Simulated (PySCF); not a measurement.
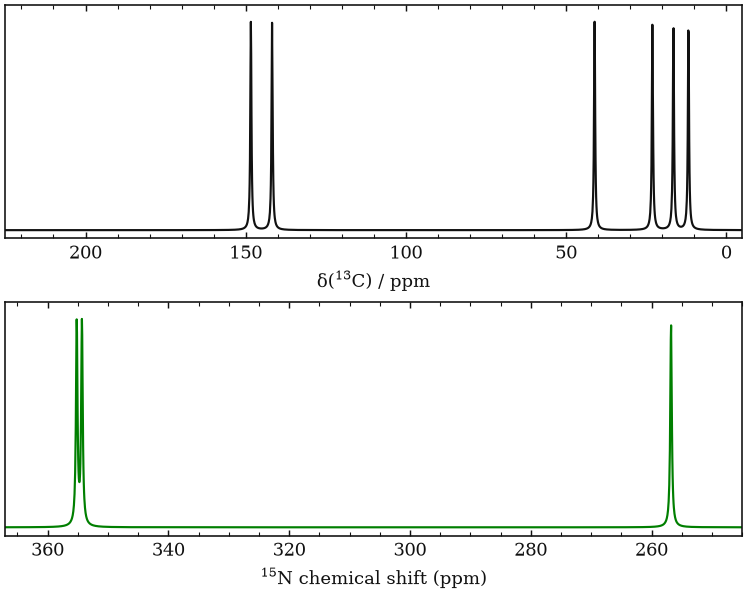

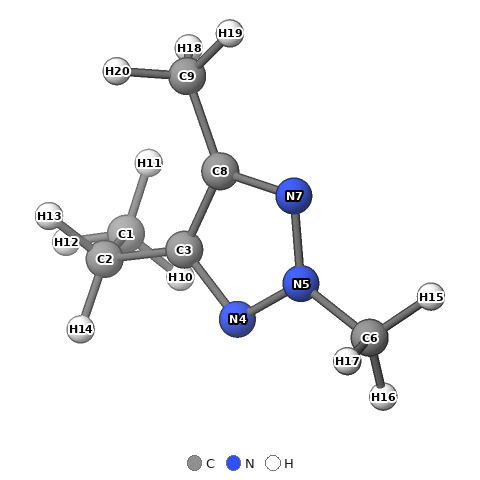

Spectrum and numbered structure of C₆H₁₁N₃, SMILES CCc1nn(C)nc1C. GIAO shifts, PBE/pcSseg-1, PySCF, at a PBE0-D3(BJ)/def2-SVP geometry (no frequency check), against TMS for ¹³C and NH₃ for ¹⁵N computed at the same level (¹⁵N: a single molecule, while the usual scales start at liquid NH₃ or nitromethane; multiply bonded nitrogen can come out tens of ppm too deshielded). Gas phase, fully decoupled, line heights follow the number of nuclei, widths are arbitrary (no quadrupolar broadening); values of one conformer, averaged over nuclei that symmetry, rotation about single bonds or inversion at nitrogen exchange, these motions taken as fast; other conformers aren't averaged in.

Assign the ¹³C signals to the numbered atoms.

```
δ (ppm)  nuclei  atoms
  148.4       1     C3
  141.8       1     C8
   41.1       1     C6
   23.1       1     C2
   16.5       1     C1
   11.8       1     C9
```

Assign the ¹⁵N signals to the numbered atoms.

| δ (ppm) | nuclei | atoms |
| --- | --- | --- |
| 355.2 | 1 | N7 |
| 354.3 | 1 | N4 |
| 256.8 | 1 | N5 |

The order of signals that lie close, as those under 3 ppm apart, is within the error of the method.
